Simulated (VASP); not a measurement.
**Ga: cell size against the level of theory**

Aim: relax Ga at several levels and hold each cell against experiment. The levels: LDA, PBEsol, PBE, r2SCAN, PBE + D3(BJ), r2SCAN + rVV10, BLYP + D3(BJ) and PBEsol + D3(BJ). The start is a cell from a database of measured crystal structures.

Program: VASP 6.6.1. Level of theory: LDA; plane waves and PAW (Ga_d), in the first sound run; inputs show where later runs differ. Results are calculated unless marked as measured.

### 1. Starting point

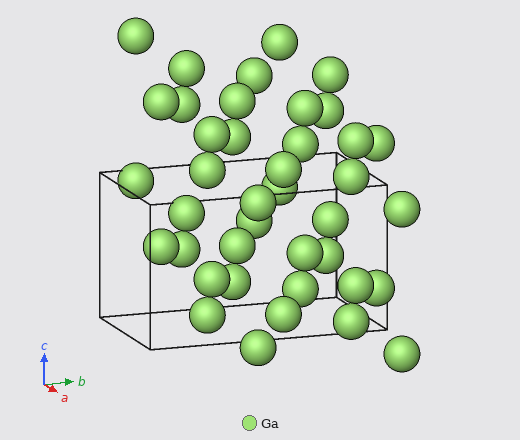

Start, viewed slightly off an axis; gallium green. 2×1×2 cells are drawn. This picture shows the conventional cell, with its axes. Some periodic images of atoms are drawn too.

### 2. Relaxation with LDA

Properties are meant for the cell that this level of theory prefers, so cell and atoms are relaxed first (ISIF = 3) until forces and stress are small; EDIFFG sets the threshold. LDA, the lowest rung, knows the local density alone.

Contents of INCAR:

```
SYSTEM = Ga
PREC = Accurate
ENCUT = 520
EDIFF = 1E-06
NELM = 100
ISMEAR = -1
SIGMA = 0.05
LREAL = .FALSE.
ALGO = Normal
GGA = CA
NBANDS = 32
LORBIT = 11
LWAVE = .FALSE.
LCHARG = .FALSE.
KPAR = 4
IBRION = 2
NSW = 60
ISIF = 3
EDIFFG = -0.01
```

Contents of POSCAR:

```
Ga
1.0
    2.2553500000     -3.8224000000      0.0000000000
    2.2553500000      3.8224000000      0.0000000000
    0.0000000000      0.0000000000      4.5167000000
Ga
4
Direct
    0.8475000000      0.1525000000      0.9215000000
    0.3475000000      0.6525000000      0.5785000000
    0.1525000000      0.8475000000      0.0785000000
    0.6525000000      0.3475000000      0.4215000000
```

Contents of KPOINTS:

```
Automatic mesh
0
Gamma
7 7 6
0 0 0
```

The projector-augmented-wave data sets are Ga_d (PBE family, release 64).

Run with:

```
$ mpirun -np 4 vasp_std
```

Log:

```text
[banner, memory and clock lines left out]
running    4 mpi-ranks, on    1 nodes
 distrk:  each k-point on    1 cores,    4 groups
 distr:  one band on    1 cores,    1 groups

 POSCAR found type information on POSCAR Ga
 POSCAR found :  1 types and       4 ions
|                                                                             |
|               ----> ADVICE to this user running VASP <----                  |
|                                                                             |
|     You enforced a specific xc type in the INCAR file but a different       |
|     [... a line on the potential file left out ...]
|     I HOPE YOU KNOW WHAT YOU ARE DOING!                                     |
|                                                                             |

 LDA part: xc-table for (Slater(with rela. corr.)+CA(PZ))
 , standard interpolation
 POSCAR, INCAR and KPOINTS ok, starting setup
 FFT: planning ... GRIDC
 FFT: planning ... GRID_SOFT
 FFT: planning ... GRID
 WAVECAR not read
 entering main loop
       N       E                     dE             d eps       ncg     rms          rms(c)
DAV:   1     0.350747772000E+03    0.35075E+03   -0.26094E+04  4168   0.308E+03
DAV:   2     0.261566006814E+02   -0.32459E+03   -0.31866E+03  4256   0.553E+02
DAV:   3    -0.136008907168E+02   -0.39757E+02   -0.39390E+02  4712   0.152E+02
DAV:   4    -0.147227105244E+02   -0.11218E+01   -0.11185E+01  4632   0.298E+01
DAV:   5    -0.147468947296E+02   -0.24184E-01   -0.24182E-01  5032   0.442E+00    0.283E+00
DAV:   6    -0.145366553732E+02    0.21024E+00   -0.44189E-01  4960   0.941E+00    0.140E+00
DAV:   7    -0.144944832507E+02    0.42172E-01   -0.99592E-02  5568   0.319E+00    0.361E-01
DAV:   8    -0.144905857183E+02    0.38975E-02   -0.21865E-02  4616   0.163E+00    0.568E-02
DAV:   9    -0.144906488411E+02   -0.63123E-04   -0.14181E-03  4880   0.431E-01    0.300E-02
DAV:  10    -0.144906323138E+02    0.16527E-04   -0.31952E-04  4712   0.222E-01    0.631E-03
DAV:  11    -0.144906352610E+02   -0.29472E-05   -0.48283E-05  4928   0.846E-02    0.585E-03
DAV:  12    -0.144906336185E+02    0.16425E-05   -0.16434E-05  4768   0.528E-02    0.961E-04
DAV:  13    -0.144906336801E+02   -0.61626E-07   -0.12648E-06  3128   0.108E-02
   1 F= -.14490634E+02 E0= -.14486297E+02  d E =-.144906E+02
 curvature:   0.00 expect dE= 0.000E+00 dE for cont linesearch  0.000E+00
 trial: gam= 0.00000 g(F)=  0.376E-01 g(S)=  0.105E+00 ort = 0.000E+00 (trialstep = 0.100E+01)
 search vector abs. value=  0.142E+00
 bond charge predicted
       N       E                     dE             d eps       ncg     rms          rms(c)
DAV:   1    -0.166150349350E+02   -0.21244E+01   -0.32253E+01  4472   0.652E+01    0.885E+00
DAV:   2    -0.149716691474E+02    0.16434E+01   -0.57580E+00  5032   0.352E+01    0.364E+00
DAV:   3    -0.146202355567E+02    0.35143E+00   -0.43503E-01  5976   0.687E+00    0.111E+00
DAV:   4    -0.145657149329E+02    0.54521E-01   -0.82028E-02  4960   0.247E+00    0.615E-02
DAV:   5    -0.145659579918E+02   -0.24306E-03   -0.43035E-03  4768   0.711E-01    0.531E-02
DAV:   6    -0.145658012659E+02    0.15673E-03   -0.47422E-04  5440   0.199E-01    0.179E-02
DAV:   7    -0.145657892369E+02    0.12029E-04   -0.57243E-05  5032   0.674E-02    0.623E-03
DAV:   8    -0.145657885124E+02    0.72459E-06   -0.10423E-05  4952   0.312E-02    0.217E-03
DAV:   9    -0.145657883503E+02    0.16206E-06   -0.78860E-07  2552   0.933E-03
   2 F= -.14565788E+02 E0= -.14562413E+02  d E =-.751547E-01
[... from here on, the cycles between the ionic steps are left out ...]
   3 F= -.14565804E+02 E0= -.14562437E+02  d E =-.751699E-01
   4 F= -.14569584E+02 E0= -.14566690E+02  d E =-.378091E-02
   5 F= -.14571587E+02 E0= -.14569051E+02  d E =-.578324E-02
   6 F= -.14570463E+02 E0= -.14568335E+02  d E =-.465950E-02
   7 F= -.14572013E+02 E0= -.14569642E+02  d E =-.620951E-02
   8 F= -.14572739E+02 E0= -.14570455E+02  d E =-.725619E-03
   9 F= -.14572740E+02 E0= -.14570447E+02  d E =-.726883E-03
  10 F= -.14573106E+02 E0= -.14570834E+02  d E =-.365898E-03
  11 F= -.14573325E+02 E0= -.14571070E+02  d E =-.584706E-03
  12 F= -.14573527E+02 E0= -.14571304E+02  d E =-.787229E-03
  13 F= -.14573524E+02 E0= -.14571311E+02  d E =-.783791E-03
  14 F= -.14573665E+02 E0= -.14571451E+02  d E =-.140947E-03
  15 F= -.14573666E+02 E0= -.14571453E+02  d E =-.142703E-03
  16 F= -.14573668E+02 E0= -.14571455E+02  d E =-.144750E-03
  17 F= -.14573733E+02 E0= -.14571527E+02  d E =-.641597E-04
  18 F= -.14573720E+02 E0= -.14571528E+02  d E =-.517223E-04
  19 F= -.14573757E+02 E0= -.14571562E+02  d E =-.889747E-04
  20 F= -.14573751E+02 E0= -.14571550E+02  d E =-.824517E-04
 curvature:  -1.73 expect dE=-0.107E-03 dE for cont linesearch -0.248E-05
 ZBRENT: interpolating
 opt :   1.5624  next Energy=   -14.573752 (dE=-0.838E-04)
 bond charge predicted
       N       E                     dE             d eps       ncg     rms          rms(c)
DAV:   1    -0.145737749813E+02   -0.23719E-04   -0.61415E-04  5200   0.187E-01    0.275E-02
DAV:   2    -0.145737621346E+02    0.12847E-04   -0.49762E-05  4952   0.106E-01    0.156E-02
DAV:   3    -0.145737549941E+02    0.71405E-05   -0.10243E-05  4608   0.390E-02    0.234E-03
DAV:   4    -0.145737554006E+02   -0.40648E-06   -0.53451E-06  4128   0.219E-02
  21 F= -.14573755E+02 E0= -.14571556E+02  d E =-.869027E-04
 curvature:  -0.94 expect dE=-0.334E-04 dE for cont linesearch -0.213E-06
 trial: gam= 0.32157 g(F)=  0.799E-05 g(S)=  0.277E-04 ort = 0.522E-05 (trialstep = 0.102E+01)
 search vector abs. value=  0.515E-04
 reached required accuracy - stopping structural energy minimisation
```

It took 7.3 min on 4 MPI ranks of AMD EPYC 7R43, shared host; peak memory 0.86 GiB.

Lines that name or quote the potential files are left out of all logs, and their timing lines are given in words.

From OUTCAR (step 2):

```text
ion  position               nearest neighbor table
   1  0.847  0.153  0.922-   3 2.44   4 2.71   4 2.71   2 2.74   2 2.74   3 2.79   3 2.79
   2  0.347  0.653  0.578-   4 2.44   3 2.71   3 2.71   1 2.74   1 2.74   4 2.79   4 2.79
   3  0.153  0.847  0.078-   1 2.44   2 2.71   2 2.71   4 2.74   4 2.74   1 2.79   1 2.79
   4  0.653  0.347  0.422-   2 2.44   1 2.71   1 2.71   3 2.74   3 2.74   2 2.79   2 2.79

  LATTYP: Found a base centered orthorhombic cell.
 ALAT       =     4.5107000000
 B/A-ratio  =     1.6948145521
 C/A-ratio  =     1.0013301705

 Subroutine GETGRP returns: Found  8 space group operations
 (whereof  4 operations were pure point group operations)

The static configuration has the point symmetry C_2h.
 The point group associated with its full space group is D_2h.

 Found     64 irreducible k-points:

   k-points           NKPTS =     64   k-points in BZ     NKDIM =     64   number of bands    NBANDS=     32

   dimension x,y,z NGX =    36 NGY =   36 NGZ =   36
   dimension x,y,z NGXF=    72 NGYF=   72 NGZF=   72

   ENCUT  =  520.0 eV  38.22 Ry    6.18 a.u.   8.25  8.25  8.40*2*pi/ulx,y,z

   NELECT =      52.0000    total number of electrons

 k-points in reciprocal lattice and weights: Automatic mesh
   0.00000000  0.00000000  0.00000000       0.003
   0.14285714  0.00000000  0.00000000       0.014
   0.28571429  0.00000000  0.00000000       0.014
   0.42857143  0.00000000  0.00000000       0.014
   0.14285714  0.14285714  0.00000000       0.007
   0.28571429  0.14285714  0.00000000       0.014
   0.42857143  0.14285714  0.00000000       0.014
  -0.42857143  0.14285714  0.00000000       0.014
  -0.28571429  0.14285714  0.00000000       0.014
[...]
0.42857143  0.42857143  0.50000000       0.007
  -0.42857143  0.42857143  0.50000000       0.007

 average (electrostatic) potential at core
       1 -64.5640       2 -64.5640       3 -64.5640       4 -64.5640

 E-fermi :   5.3548

 k-point     1 :       0.0000    0.0000    0.0000
  band No.  band energies     occupation
    ...
     22       0.8841      2.00000
     23       1.2163      2.00000
     24       3.5444      2.00000
     25       3.9140      2.00000
     26       4.4720      2.00000
     27       6.3150      0.00000
     28       6.3757      0.00000
     29       6.4371      0.00000
     30      10.7443      0.00000
     31      10.8693      0.00000
    ...

 k-point     2 :       0.1429    0.0000    0.0000
  band No.  band energies     occupation
    ...
     22       0.7805      2.00000
     23       1.3603      2.00000
     24       1.6207      2.00000
     25       3.9503      2.00000
     26       4.7654      1.99998
     27       6.0220      0.00000
     28       7.2588      0.00000
     29       8.5138      0.00000
     30       9.3502      0.00000
     31       9.7860      0.00000
    ...

 k-point     3 :       0.2857    0.0000    0.0000
  band No.  band energies     occupation
    ...
     22      -0.9650      2.00000
     23       1.4838      2.00000
     24       1.6662      2.00000
     25       3.4643      2.00000
     26       3.8860      2.00000
     27       7.3479      0.00000
     28       7.6263      0.00000
     29       8.1434      0.00000
     30       8.9934      0.00000
     31      10.5244      0.00000
    ...

  Total        0.0306101      0.0301908      0.0212095      0.0000000      0.0000000      0.0000000
  in kB        0.6692491      0.6600818      0.4637170      0.0000000      0.0000000      0.0000000
  external PRESSURE =       0.5976826 kB  Pullay stress =       0.0000000 kB

  energy-cutoff  :      520.00
  volume of cell :       73.28
      direct lattice vectors                 reciprocal lattice vectors
     2.181030306 -3.748130308  0.000000000     0.229249451 -0.133399844 -0.000000000
     2.181030306  3.748130308 -0.000000000     0.229249451  0.133399844  0.000000000
     0.000000000 -0.000000000  4.482090792     0.000000000  0.000000000  0.223110161

 POSITION                                       TOTAL-FORCE (eV/Angst)
 -----------------------------------------------------------------------------------
      2.18103     -2.58217      4.09995         0.000000      0.006255      0.001517
      2.18103      1.16596      2.62319         0.000000      0.006255     -0.001517
      2.18103      2.58217      0.38214         0.000000     -0.006255     -0.001517
      2.18103     -1.16596      1.85890         0.000000     -0.006255      0.001517
 -----------------------------------------------------------------------------------
    total drift:                               -0.000000     -0.000000      0.000000

  FREE ENERGIE OF THE ION-ELECTRON SYSTEM (eV)
  ---------------------------------------------------
  free  energy   TOTEN  =       -14.5737554006 eV

  energy  without entropy=      -14.5693572073  energy(sigma->0) =      -14.57155630

 reached required accuracy - stopping structural energy minimisation

 total charge
# of ion       s       p       d       tot
------------------------------------------
    1        0.953   0.764   9.967  11.685
    2        0.953   0.764   9.967  11.685
    3        0.953   0.764   9.967  11.685
    4        0.953   0.764   9.967  11.685
--------------------------------------------------
tot          3.814   3.055  39.870  46.738

[... 3 further parts left out ...]
```

CONTCAR:

```
Ga
   1.00000000000000
     2.1810303059078282   -3.7481303076303423    0.0000000000000000
     2.1810303059078282    3.7481303076303423   -0.0000000000000000
     0.0000000000000000   -0.0000000000000000    4.4820907922410713
  Ga
     4
Direct
     0.8444609554876167    0.1555390445123832    0.9147404907202049
     0.3444609554876168    0.6555390445123833    0.5852595092797951
     0.1555390445123832    0.8444609554876167    0.0852595092797946
     0.6555390445123833    0.3444609554876168    0.4147404907202054
```

The k-mesh is coarse for a metal. The PAW data sets were made with PBE, though LDA sets exist; this is a small mismatch. The run keeps the 8 symmetry operations of its start, so it cannot find a distortion of lower symmetry.

Relaxation path:

| step | energy less that of the first step (eV) | largest force (eV/Å) | pressure (GPa) | volume (Å³) |
| --- | --- | --- | --- | --- |
| 1 | 0.0000 | 0.4411 | -3.31 | 77.88 |
| 2 | -0.0752 | 0.0526 | -0.02 | 73.42 |
| 3 | -0.0752 | 0.0496 | 0.05 | 73.38 |
| 4 | -0.0790 | 0.0499 | 0.24 | 73.27 |
| 5 | -0.0810 | 0.0497 | 0.32 | 73.17 |
| 6 | -0.0798 | 0.0480 | 0.35 | 72.97 |
| 7 | -0.0814 | 0.0494 | 0.24 | 73.11 |
| 8 | -0.0821 | 0.0363 | -0.17 | 73.45 |
| 9 | -0.0821 | 0.0359 | -0.09 | 73.41 |
| 10 | -0.0825 | 0.0264 | 0.05 | 73.35 |
| 11 | -0.0827 | 0.0196 | 0.08 | 73.31 |
| 12 | -0.0829 | 0.0062 | 0.02 | 73.22 |
| 13 | -0.0829 | 0.0025 | 0.16 | 73.18 |
| 14 | -0.0830 | 0.0126 | -0.03 | 73.30 |
| 15 | -0.0830 | 0.0136 | 0.01 | 73.31 |
| 16 | -0.0830 | 0.0145 | -0.04 | 73.32 |
| 17 | -0.0831 | 0.0100 | -0.06 | 73.30 |
| 18 | -0.0831 | 0.0013 | 0.07 | 73.24 |
| 19 | -0.0831 | 0.0050 | 0.13 | 73.27 |
| 20 | -0.0831 | 0.0083 | 0.08 | 73.29 |
| 21 | -0.0831 | 0.0064 | 0.06 | 73.28 |

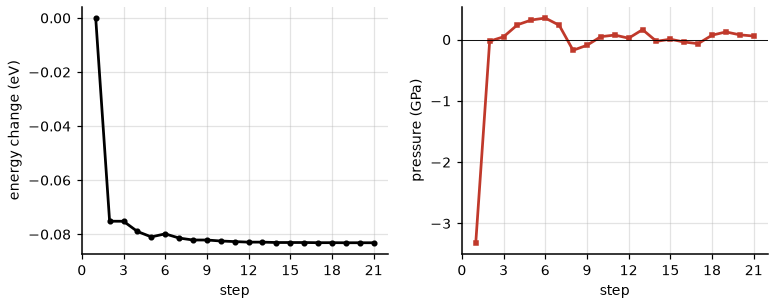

Energy and pressure along the relaxation.

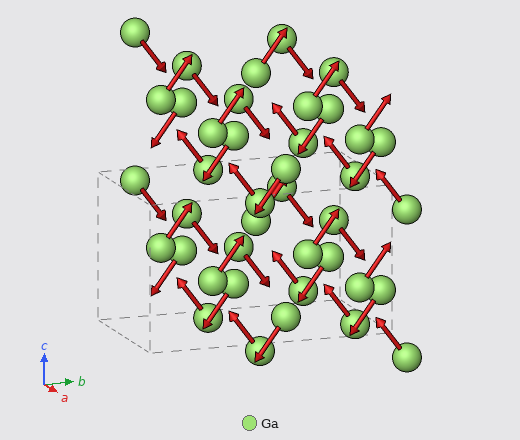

Displacements in the relaxation, exaggerated, measured against the changing cell; the longest in the cell stands for 0.04 Å. 2×1×2 conventional cells are drawn. Some periodic images of atoms are drawn too.

| conventional cell, symmetrised | before | after | change |
| --- | --- | --- | --- |
| a (Å) | 4.511 | 4.362 | -3.3 % |
| b (Å) | 7.645 | 7.496 | -1.9 % |
| c (Å) | 4.517 | 4.482 | -0.8 % |
| volume (Å³/atom) | 19.47 | 18.32 | -5.9 % |

The atoms that moved most (Å, as changes of fractional coordinates times the final cell):

```
atom     dx      dy      dz  length
 Ga3  0.000  -0.023   0.030   0.038
 Ga1  0.000   0.023  -0.030   0.038
 Ga4  0.000  -0.023  -0.030   0.038
 Ga2  0.000   0.023   0.030   0.038
```

The relaxed structure:

```xyz
4
Lattice="2.1810 -3.7481 0.0000 2.1810 3.7481 0.0000 0.0000 0.0000 4.4821" Properties=species:S:1:pos:R:3 pbc="T T T"
Ga    2.1810   -2.5822    4.0999
Ga    2.1810    1.1660    2.6232
Ga    2.1810    2.5822    0.3821
Ga    2.1810   -1.1660    1.8589
```

This step gave:

| Property | Result |
| --- | --- |
| electrons | 52 |
| bands | 32 |
| irreducible k-points | 64 |
| symmetry operations | 8 |
| free energy (TOTEN) | -14.57 eV |
| energy at zero smearing | -14.57 eV |
| Fermi energy | 5.355 eV |
| pressure | 0.05977 GPa |
| metallic | yes |
| SCF cycles over all ionic steps | 128 |

It ends with a largest force of 0.006 eV/Å and a pressure of 0.06 GPa. The volume lies -5.9 % from that of the database's start, which holds the thermal and zero-point expansion of its experiment. LDA is known to overbind. The conventional cell has a = 4.362, b = 7.496 and c = 4.482 Å.

(Part 1 of 3 ends here.)

[Lines on the potential files, build, host, timing and source positions are cut from VASP's logs without a mark.]

[Logs are printed without paths, hosts, clocks, repeated set-up lines and the standing remarks that a program may print on its own settings, such as how far it seeks lower states.]

[Hosts, paths, dates, database ids (printed as entryN), source tags and the programs' standing remarks are cut or masked in the printed files.]

[Measured values are set beside computed ones only where the two were judged alike; some that the calculation misses by far are left out.]
